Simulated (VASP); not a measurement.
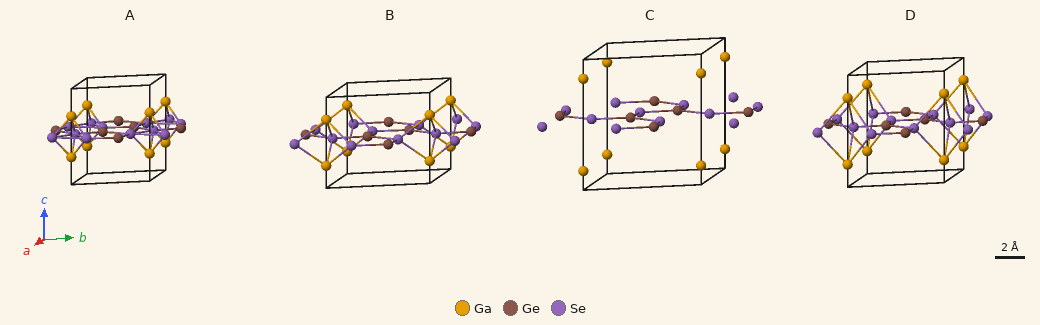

4 geometries from one relaxation of crystalline Ga2Ge2Se3 (a generated structure, set up in P-62m), in shuffled order. The picture is a ball-and-stick view of the cell of the calculation, seen slightly off an axis.

The run lets cell and atoms move.

All numbers below come from Kohn-Sham DFT of a periodic cell, PBE, VASP PAW PBE potentials, recommended (VASP). Settings: plane-wave cutoff 520 eV; k-point mesh 3 × 3 × 2; occupations gaussian; smearing width 0.15 eV; no spin polarisation.

**Put them in the order of the run, from the start to the converged end.**

A, C, D, B. They are steps 0, 1, 3, 17, at +20.256 eV per cell of the calculation, +6.218 eV per cell of the calculation, +1.901 eV per cell of the calculation relative to the last. The energy falls by 20.256 eV per cell of the calculation in 17 geometry steps. The largest force component goes from 20 to 0.078 eV/Å. Pressure: 54.69 GPa at the start and −0.24 GPa at the end. The largest moves relative to the cell, 0.46 Å, are those of Se atoms. By element the largest moves are Se 0.46 Å, Ga 0.26 Å. Ge stays in place. The volume changes by +65.2 %, with a = b 5.764 → 7.612 Å (+32.1 %), c 6.733 → 6.375 Å (−5.3 %). Among the contacts that change: Se–Se 2.442 → 4.028 Å, Ga–Se 2.013 → 2.834 Å, Ge–Se 2.222 → 2.650 Å. Bond angles that change, for instance: Ga–Se–Ga 91.1° → 69.7°, Se–Ga–Se 74.7° → 90.6°, Ge–Se–Ge 97.0° → 112.1°. The space group stays P-62m (No. 189). The volume changes by over a tenth within one run on a fixed set of plane waves, so the end point should be relaxed again from the new cell. It ran on 1 thread of Intel(R) Xeon(R) 6975P-C (Granite Rapids), with other jobs on the host.

Limits of the set-up: layers or molecules are held without a dispersion correction, so their spacing is unreliable.
